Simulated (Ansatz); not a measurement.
A series of calculations on CH₄ClGa

Part 1: Relaxation

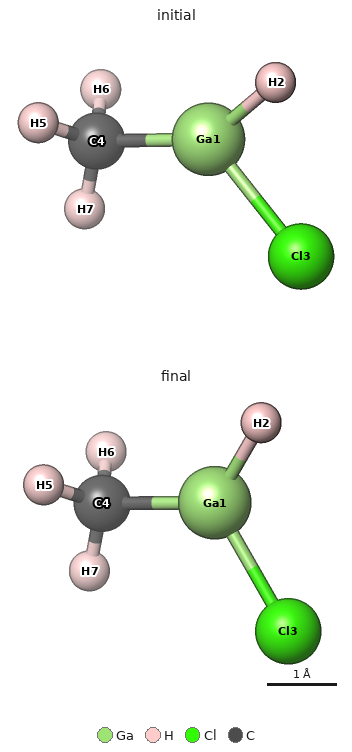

The structure of CH₄ClGa before (top) and after (bottom) a relaxation, at one scale.

A ball-and-stick model, seen at a tilt.

The run prepares an end point of a later path (reaction) calculation, from a guessed geometry.

Method: RKS r2SCANh-D4/def2-SVP (Ansatz).

Input
```yaml
crystal:
  periodic: [false, false, false]
  atoms:
    - { symbol: Ga, position_ang: [-0.023702, -0.002709, 0.288985] }
    - { symbol: H, position_ang: [0.469498, -0.010271, 1.754833] }
    - { symbol: Cl, position_ang: [2.107079, 0.010254, -0.282939] }
    - { symbol: C, position_ang: [-1.534176, 0.001613, -0.922218] }
    - { symbol: H, position_ang: [-2.133926, -0.906585, -0.763163] }
    - { symbol: H, position_ang: [-2.180274, 0.865874, -0.708757] }
    - { symbol: H, position_ang: [-1.208498, 0.041824, -1.967242] }
basis:
  gaussian: { orbitals: def2-SVP }
hamiltonian:
  xc: r2scanh
  dispersion: d4
relax:
  f_tol: 0.03
  max_steps: 50
```

Run as
```bash
ansatz run input.yaml --threads 2 --pin off --max-ram 3072MiB --backend cpu --events-out ev --progress --plain --runs-dir out
```

Describe what moved and what it gained.

Answer. Over 4 geometry steps the energy falls by 9.22 kcal/mol. The largest force component goes from 1.2 to 0.013 eV/Å. The atom that moves furthest after the best rigid fit is H2 (0.37 Å). Largest moves by element: H 0.37 Å, Cl 0.33 Å, Ga 0.11 Å, C 0.09 Å. Near-neighbour distances that change, for instance: Ga1–Cl3 2.206 → 2.163 Å, Ga1–C4 1.936 → 1.946 Å, Ga1–H2 1.547 → 1.555 Å. Bond angles that change, for instance: H2–Ga1–Cl3 86.4° → 113.9°, H2–Ga1–C4 147.3° → 129.6°, Cl3–Ga1–C4 126.2° → 116.5°. The run took 20 s on 2 threads of Arm Neoverse V1, on a shared host, peak memory 0.19 GiB.

Part 2: Relaxation

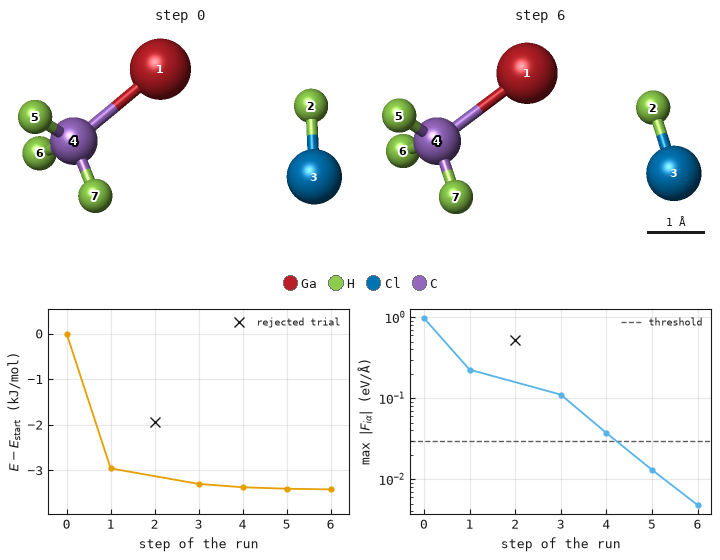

First and last geometry of a relaxation of CH4ClGa, with the history of the run. A ball-and-stick model, seen at a tilt.

The run prepares an end point of a later path (reaction) calculation, from a guessed geometry.

Theory: RKS r2SCANh-D4/def2-SVP (Ansatz).

The input:
```yaml
crystal:
  periodic: [false, false, false]
  atoms:
    - { symbol: Ga, position_ang: [-1.017772, 0.002279, 0.880119] }
    - { symbol: H, position_ang: [1.705072, -0.025055, 1.378654] }
    - { symbol: Cl, position_ang: [2.356483, 0.023111, 0.214432] }
    - { symbol: C, position_ang: [-1.773795, -5.0e-05, -0.989317] }
    - { symbol: H, position_ang: [-2.366603, -0.910846, -1.18433] }
    - { symbol: H, position_ang: [-2.43715, 0.866859, -1.155497] }
    - { symbol: H, position_ang: [-0.970235, 0.043702, -1.744561] }
basis:
  gaussian: { orbitals: def2-SVP }
hamiltonian:
  xc: r2scanh
  dispersion: d4
relax:
  f_tol: 0.03
  max_steps: 50
```

Command:
```bash
ansatz run input.yaml --threads 2 --pin off --max-ram 3072MiB --backend cpu --events-out ev --progress --plain --runs-dir out
```

Read the history and describe the run.

Answer. It converged. The largest move after the best rigid fit is that of H2, 0.32 Å. Largest moves by element: H 0.32 Å, Ga 0.14 Å, Cl 0.06 Å, C 0.06 Å. Some distances before and after: Ga1–H2 2.768 → 2.333 Å, Ga1–Cl3 3.439 → 3.257 Å, H2–Cl3 1.335 → 1.316 Å, Ga1–C4 2.017 → 2.010 Å. The energy falls by 3.42 kJ/mol in 5 accepted moves (6 points after the start). Largest force component: 0.98 eV/Å at the start, 0.0048 eV/Å at the end. The line search rejected the trial step at point 2 of the run. The run took 26 s on 2 threads of Arm Neoverse V1, with other jobs on the host, peak memory 0.18 GiB.

Limits of the set-up: the start holds two separate molecules, 2.8 Å apart at their closest, whose relative position is a soft coordinate.

Part 3: Path

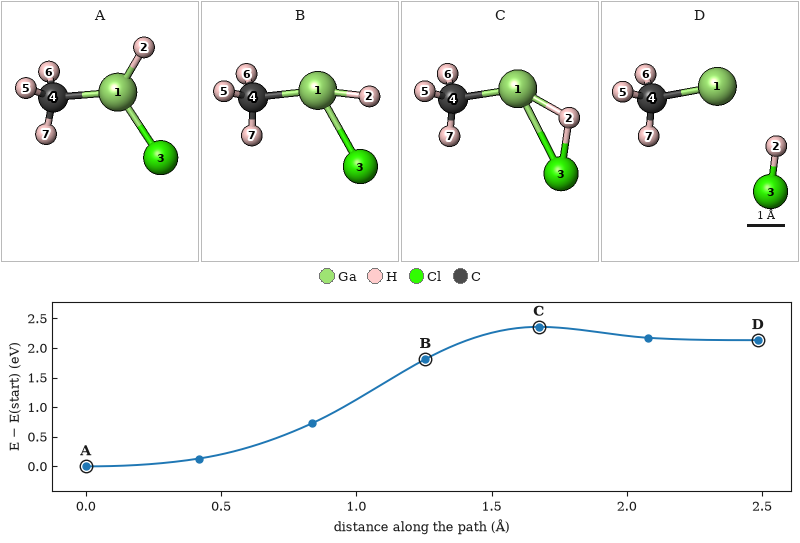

NEB run on CH₄ClGa. Images are numbered from 0 (start) to 6 (end). Frames A to D are images 0, 3, 4, 6. Style: ball-and-stick. Shown at a tilt.

Computed with RKS r2SCANh-D4/def2-SVP (Ansatz 0.2.0).

The input:
```yaml
crystal:
  periodic: [false, false, false]
  atoms:
    - { symbol: Ga, position_ang: [0.079191, -0.000965, 0.323171] }
    - { symbol: H, position_ang: [0.118152, -0.013088, 1.877611] }
    - { symbol: Cl, position_ang: [2.034507, 0.012006, -0.600949] }
    - { symbol: C, position_ang: [-1.449948, 0.001637, -0.880621] }
    - { symbol: H, position_ang: [-2.052834, -0.905094, -0.722314] }
    - { symbol: H, position_ang: [-2.098273, 0.864315, -0.666803] }
    - { symbol: H, position_ang: [-1.134794, 0.041188, -1.930598] }
basis:
  gaussian: { orbitals: def2-SVP }
hamiltonian:
  xc: r2scanh
  dispersion: d4
neb:
  order_check: false
  images: 5
  f_tol: 0.05
  max_iterations: 60
  final_atoms:
    - { symbol: Ga, position_ang: [-0.81389469, 0.00314633, 0.86940849] }
    - { symbol: H, position_ang: [1.50550609, 0.00036876, 1.11757299] }
    - { symbol: Cl, position_ang: [2.3539855, -0.00622455, 0.11216699] }
    - { symbol: C, position_ang: [-1.74854902, 0.00135557, -0.9103117] }
    - { symbol: H, position_ang: [-2.34967757, -0.91363505, -1.04529865] }
    - { symbol: H, position_ang: [-2.42979938, 0.86344391, -1.00656764] }
    - { symbol: H, position_ang: [-1.02156992, 0.05154402, -1.73747349] }
  initial_path:
    images:
      - { positions_ang: [[0.079191, -0.000965, 0.323171], [0.118152, -0.013088, 1.877611], [2.034507, 0.012006, -0.600949], [-1.449948, 0.001637, -0.880621], [-2.052834, -0.905094, -0.722314], [-2.098273, 0.864315, -0.666803], [-1.134794, 0.041188, -1.930598]] }
      - { positions_ang: [[0.05226021, -0.00059431, 0.2163672], [0.37932445, -0.00827159, 1.76005819], [2.15772856, 0.00790124, -0.2639672], [-1.53730985, 0.0010096, -0.91861257], [-2.12637206, -0.91350033, -0.73716348], [-2.17122282, 0.86953628, -0.67542976], [-1.25840749, 0.04391812, -1.98175538]] }
      - { positions_ang: [[0.02532943, -0.00022362, 0.1095634], [0.64049691, -0.00345519, 1.64250538], [2.28095011, 0.00379649, 0.07301459], [-1.62467171, 0.00038219, -0.95660414], [-2.19991012, -0.92190666, -0.75201295], [-2.24417264, 0.87475755, -0.68405652], [-1.38202098, 0.04664824, -2.03291277]] }
      - { positions_ang: [[-0.00160136, 0.00014706, 0.0027596], [0.90166936, 0.00136122, 1.52495258], [2.40417167, -0.00030827, 0.40999639], [-1.71203356, -0.00024521, -0.99459572], [-2.27344817, -0.93031299, -0.76686243], [-2.31712246, 0.87997883, -0.69268327], [-1.50563448, 0.04937835, -2.08407015]] }
      - { positions_ang: [[-0.2723658, 0.00114682, 0.29164256], [1.10294827, 0.0010304, 1.38915938], [2.38744294, -0.00228036, 0.31071992], [-1.72420538, 0.00028838, -0.96650104], [-2.29885797, -0.92475368, -0.8596745], [-2.35468143, 0.87446719, -0.79731139], [-1.34427962, 0.05010024, -1.96853793]] }
      - { positions_ang: [[-0.54313025, 0.00214658, 0.58052553], [1.30422718, 0.00069958, 1.25336618], [2.37071422, -0.00425246, 0.21144346], [-1.7363772, 0.00082198, -0.93840637], [-2.32426777, -0.91919436, -0.95248658], [-2.39224041, 0.86895555, -0.90193952], [-1.18292477, 0.05082213, -1.85300571]] }
      - { positions_ang: [[-0.81389469, 0.00314633, 0.86940849], [1.50550609, 0.00036876, 1.11757299], [2.3539855, -0.00622455, 0.11216699], [-1.74854902, 0.00135557, -0.9103117], [-2.34967757, -0.91363505, -1.04529865], [-2.42979938, 0.86344391, -1.00656764], [-1.02156992, 0.05154402, -1.73747349]] }
```

Run as
```bash
ansatz run input.yaml --threads 2 --pin off --max-ram 3072MiB --backend cpu --events-out ev --progress --plain --runs-dir out
```

**Describe the mechanism and the energy profile.**

Breaking: Ga1–Cl3 (2.16 → 2.64 at the top → 3.26 Å), Ga1–H2 (1.55 → 1.68 at the top → 2.33 Å). Forming: H2–Cl3 (3.13 → 1.63 at the top → 1.32 Å). The energy climbs by 2.36 eV to image 4 and then falls by 0.22 eV, so the end point sits at +2.13 eV. The band converged in 9 iterations. The largest component of the band force went from 3.4 to 0.024 eV/Å. The climbing image converged on the top of the path. Its vibrational analysis gives 2 imaginary modes over 30i cm⁻¹, so it isn't confirmed as a transition state.

The run took 2.7 min on 2 threads of Arm Neoverse V1, with other jobs on the host, peak memory 0.19 GiB.
